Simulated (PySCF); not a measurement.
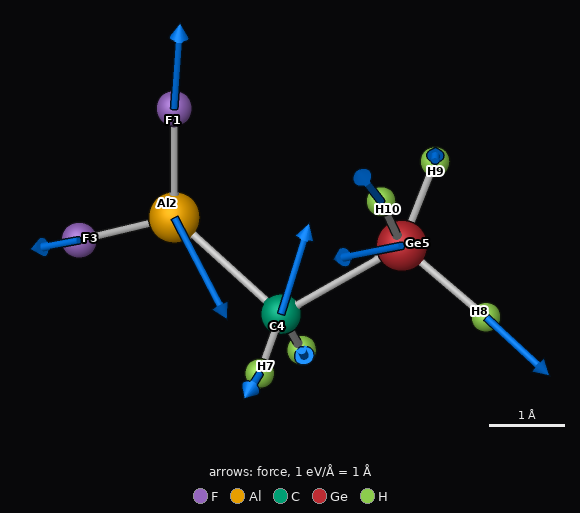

Starting geometry of CH5AlF2Ge with the computed forces as blue arrows. A ball-and-stick model, seen from a free direction.

The start comes from GFN2-xTB. Its atoms were then displaced at random by about 0.01 Å.

The calculation used PBE0-D3(BJ)/def2-SVP geometry optimisation, gas phase (PySCF). 

What follows when this structure is relaxed?

It isn't relaxed: the largest force vector, on the Al atom, is 1.56 eV/Å. The final displacements have little in common with the starting forces (cosine between the two patterns 0.24). Over 10 geometry steps the energy falls by 0.145 eV. The largest move after the best rigid fit is that of an F atom, 0.18 Å. By element the largest moves are F 0.18 Å, H 0.13 Å, C 0.06 Å, Ge 0.04 Å, Al 0.03 Å. Near-neighbour distances that change, for instance: Ge–H 1.481 → 1.541 Å, C–Ge 2.000 → 1.960 Å, Al–F 1.621 → 1.659 Å, Al–C 1.946 → 1.922 Å. Bond angles that change, for instance: Al–C–Ge 109.9° → 113.9°, Al–C–H 112.4° → 108.9°, F–Al–C 122.4° → 120.3°. Cost: 63 s on 1 thread of Arm Neoverse V1, with other jobs on the host.
